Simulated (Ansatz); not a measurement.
# TiB2 (P6/mmm): band structure, by script

Does TiB2 (P6/mmm) have a gap, and where are its band edges? The task is a band structure, for TiB2 (P6/mmm).

Computed with the Python package of Ansatz 0.2.0. Level of theory: DFT LDA, plane waves, PAW.

### Step 1. Starting point

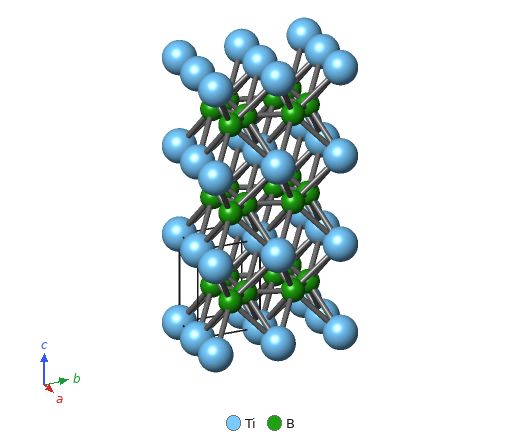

The starting structure, viewed slightly off an axis; titanium blue, boron green. 2×2×3 cells are drawn. Atoms on cell faces are repeated.

The script holds or builds the structure itself.

### Step 2. The script

Contents of bands.py:

```python
import logging
import sys
import warnings

import ansatz as az
import numpy as np

logging.basicConfig(stream=sys.stdout, format="%(levelname)s:%(name)s:%(message)s")
log = logging.getLogger("run")
log.setLevel(logging.INFO)


def main() -> None:
    warnings.simplefilter("ignore", az.DeckWarning)

    lattice = az.Lattice.of(
        (3.0292, 0.0, 0.0),
        (-1.5146, 2.623364, 0.0),
        (0.0, 0.0, 3.2284),
    )
    sites = [
        ("Ti", (0.0, 0.0, 0.0)),
        ("B", (1 / 3, 2 / 3, 0.5)),
        ("B", (2 / 3, 1 / 3, 0.5)),
    ]
    system = az.Crystal(lattice=lattice)
    for symbol, position in sites:
        system = system.atom(symbol, position)

    path = [
        ("G", (0.0, 0.0, 0.0)),
        ("M", (0.5, 0.0, 0.0)),
        ("K", (0.33333, 0.33333, 0.0)),
        ("G", (0.0, 0.0, 0.0)),
        ("A", (0.0, 0.0, 0.5)),
        ("L", (0.5, 0.0, 0.5)),
        ("H", (0.33333, 0.33333, 0.5)),
        ("A", (0.0, 0.0, 0.5)),
    ]
    calculation = system.calculation()
    calculation = calculation.functional("LDA")
    calculation = calculation.basis(39 * az.Ry).kpoints(mesh=(5, 5, 4))
    calculation = calculation.occupations("Fermi-Dirac", width=10 * az.meV)
    calculation = calculation.mixing("anderson", ndim=4, beta=0.2)
    calculation = calculation.scf(tolerance=1e-09)
    calculation = calculation.band_structure([point for _, point in path], intervals=8).scf(extra_bands=6)
    done = calculation.run(threads=1)
    r = done.report

    energy = r["free_energy_ev"]
    log.info("TiB2: {:.6f} eV = {:.6f} Ry = {:.6f} Ha".format(energy, energy / 13.605693, energy / 27.211386))
    log.info("Fermi level {:.4f} eV, {} k-points, {} symmetry operations".format(r["fermi_energy_ev"], r["n_kpoints"], r["n_symmetry_ops"]))

    print(len(r["kpoints_frac"]), "irreducible k-points (fractions, weight)")
    for k, weight in list(zip(r["kpoints_frac"], r["kweights"]))[:8]:
        print("  {:8.4f} {:8.4f} {:8.4f}".format(*k), f"{weight:10.6f}")

    bands = done.band_structure()
    fermi = bands.fermi_energy_ev
    log.info(f"zero of the bands: {fermi:.3f} eV, the Fermi level found on the SCF mesh")
    for spin, channel in enumerate(bands.channels):
        print("channel", spin, "- computed levels within 6 eV of the Fermi level")
        for i, (label, _) in enumerate(path):
            levels = channel.eigenvalues_ev[i * 8] - fermi
            print(f"  {label:3s}", " ".join(f"{e:7.3f}" for e in levels if abs(e) < 6))


if __name__ == "__main__":
    main()
```

### Step 3. Running it

Launch:

```
$ python bands.py
```

Output:

```text
INFO:run:TiB2: -2753.239650 eV = -202.359384 Ry = -101.179692 Ha
INFO:run:Fermi level 14.7989 eV, 15 k-points, 24 symmetry operations
15 irreducible k-points (fractions, weight)
    0.0000   0.0000   0.0000   0.010000
    0.0000   0.0000   0.2500   0.020000
    0.0000   0.0000  -0.5000   0.010000
    0.0000   0.2000   0.0000   0.060000
    0.0000   0.2000   0.2500   0.120000
    0.0000   0.2000  -0.5000   0.060000
    0.0000   0.4000   0.0000   0.060000
    0.0000   0.4000   0.2500   0.120000
INFO:run:zero of the bands: 14.799 eV, the Fermi level found on the SCF mesh
channel 0 - computed levels within 6 eV of the Fermi level
  G    -2.521  -2.521  -2.189  -2.054   1.940   1.940   3.699   3.699   5.878   5.878
  M    -3.145  -3.141  -2.195   1.390   2.785   3.269   3.462
  K    -1.786  -1.786   1.423   1.423   2.038
  G    -2.521  -2.521  -2.189  -2.054   1.940   1.940   3.699   3.699   5.878   5.878
  A    -0.455  -0.455  -0.116  -0.116   0.477   0.477   1.673
  L    -4.543  -3.732  -2.982   2.520   2.964   4.561   4.640   5.578   5.816
  H    -5.576  -3.041  -3.041   2.546   4.332   4.332   4.564   4.565
  A    -0.455  -0.455  -0.116  -0.116   0.477   0.477   1.673
```

It took 1.4 s on 1 thread of Arm Neoverse V2, shared host; peak memory 0.33 GiB.

Lines on the test bed's own set-up are left out of the output.

### Step 4. What the engine kept of the run

From the engine's report, whether the script printed it or not:

```tsv
item	value
SCF cycles in all	9
k-points solved	15
plane waves	721
bands	15
valence electrons	18
free energy (eV)	-2753.23965
Fermi level (eV)	14.799
lowest empty less highest filled level on the mesh, by band count (eV)	-0.550
```

### Step 5. Bands along the path

The run's results hold a band table, bands.tsv.

bands.tsv at the labelled points (eV, zero at the Fermi level; the bands nearest the Fermi level):

| point | band 6 | band 7 | band 8 | band 9 | band 10 | band 11 | band 12 | band 13 |
| --- | --- | --- | --- | --- | --- | --- | --- | --- |
| Γ | -2.52 | -2.52 | -2.19 | -2.05 | 1.94 | 1.94 | 3.70 | 3.70 |
| M | -8.96 | -3.14 | -3.14 | -2.20 | 1.39 | 2.78 | 3.27 | 3.46 |
| K | -8.07 | -7.22 | -1.79 | -1.79 | 1.42 | 1.42 | 2.04 | 6.99 |
| Γ | -2.52 | -2.52 | -2.19 | -2.05 | 1.94 | 1.94 | 3.70 | 3.70 |
| A | -7.46 | -0.45 | -0.45 | -0.12 | -0.12 | 0.48 | 0.48 | 1.67 |
| L | -7.34 | -4.54 | -3.73 | -2.98 | 2.52 | 2.96 | 4.56 | 4.64 |
| H | -8.35 | -5.58 | -3.04 | -3.04 | 2.55 | 4.33 | 4.33 | 4.56 |
| A | -7.46 | -0.45 | -0.45 | -0.12 | -0.12 | 0.48 | 0.48 | 1.67 |

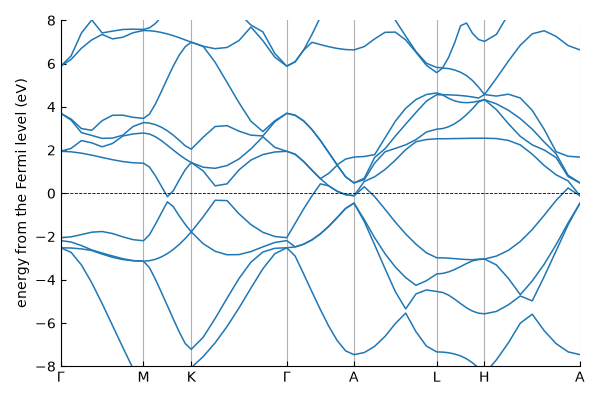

Bands along the path. Deeper bands lie below the window drawn.

### Step 6. The command-line twin

Run from a file, the same calculation prints its log.

Contents of input.yaml:

```yaml
crystal:
  lattice:
    - [3.0292, 0.0, 0.0]
    - [-1.5146, 2.623364, 0.0]
    - [0.0, 0.0, 3.2284]
  atoms:
    - { symbol: Ti, position: [0.0, 0.0, 0.0] }
    - { symbol: B, position: [0.3333333333333, 0.6666666666667, 0.5] }
    - { symbol: B, position: [0.6666666666667, 0.3333333333333, 0.5] }
basis:
  ecutwfc: 530.6220317968
kpoints:
  mp_grid: { grid: [5, 5, 4] }
  band_path:
    path:
      - [0.0, 0.0, 0.0]
      - [0.5, 0.0, 0.0]
      - [0.33333, 0.33333, 0.0]
      - [0.0, 0.0, 0.0]
      - [0.0, 0.0, 0.5]
      - [0.5, 0.0, 0.5]
      - [0.33333, 0.33333, 0.5]
      - [0.0, 0.0, 0.5]
    npoints: 8
hamiltonian:
  xc: lda
scf:
  n_extra_bands: 6
  convergence: { dr2_threshold: 1.0e-09 }
  mixing: { algorithm: anderson, beta: 0.2, ndim: 4 }
  occupations: { method: fermi_dirac, width: 0.01 }
```

Launch:

```
$ ansatz run input.yaml --threads 1 --pin off --max-ram 3072MiB --backend cpu --events-out ev --progress --plain --runs-dir out
```

Output (excerpt; [...] marks lines left out):

```text
Warning: RAYON_NUM_THREADS=1 ignored (pool sized by the plan → 1); use --threads N
scf.n_extra_bands = 6 over 9 filled bands (N_el = 18.0): the run solves 15 bands
[...]
Pseudopotentials: kind: paw
Pseudopotential: Ti, paw, valence charge 12, recommended cutoff 420 eV (normal), Ti.paw.azcp
Pseudopotential: B, paw, valence charge 3, recommended cutoff 420 eV (normal), B.paw.azcp
Functional definition: SPW92
[...]
Crystal: 3 atoms, lattice volume = 25.655 Å³
Basis set: ecut = 530.6220317968 eV, 721 PW (Γ)
Bands: 15, of which v1, the nominal top of the filled ones, is band 9 counted from 1 (8 counted from 0)
Symmetry: 24 space group operations
Space group: P6/mmm (ITA 191), of the structure as read, at distance tolerance 2.9e-5 Å
k-points: 15 of 100
[...]
SCF iter   1: F=—  HF=-2753.241073 eV  |F-HF|=—  |Δ(HF+E_count)|=         —  Δρ=5.98e-3  dr2=4.07e-3  ethr=1.77e-3  ⟨swp⟩=5.1  Hψ=1046  notcnv=0
[...]
SCF iter   9: F=-2753.239650 eV  HF=-2753.239650 eV  |F-HF|=8.69e-11  |Δ(HF+E_count)|=   3.49e-9  Δρ=1.73e-6  dr2=3.69e-10  ethr=5.56e-12  ⟨swp⟩=5.1  Hψ=645  notcnv=0
[...]
NSCF: frozen V_eff on 57 k-points
SCF converged after 9 iterations
Stability not checked: this state was not tested for a lower state beside it, because the mixer in use, unlike msr1, does not test its closes by its own steps (another_mixer; see scf.mixing.algorithm and scf.lower_state_search)
Free energy (F): -2753.239650 eV
[...]
E sigma→0 (E₀):  -2753.239380 eV
Entropy (-TS):   -0.000541 eV (-0.180 meV/atom)
Fermi energy:    14.798939 eV
[...]
--- Band table (eV; the first three rows and the last of 15) ---
  k-point 0: bands = ["-41.4853", "-18.1445", "-17.8360", "-17.8360", "1.5608", "12.2775", "12.2775", "12.6095", "12.7445", "16.7392", "16.7392", "18.4976", "18.4976", "20.6767", "20.6767"]
[...]
```

Wall time 0.99 s (1 thread of Arm Neoverse V2, shared host); peak memory 0.24 GiB.

Script and command line differ by 0.000 meV in the energy.

### Step 7. What came out

| quantity | value |
| --- | --- |
| free energy | -2753.2397 eV (-917.7466 eV/atom) |
| bands on the path | cross the Fermi level |

In words: The path shows bands through the Fermi level: a metal at this level of theory. The computed bands are complete only to about 5.9 eV above the Fermi level. For a metal this mesh is coarse. The zero of the levels is a convention of the potentials, so an absolute Fermi energy is no work function. Gaps and levels are Kohn-Sham values on a finite set of k-points.
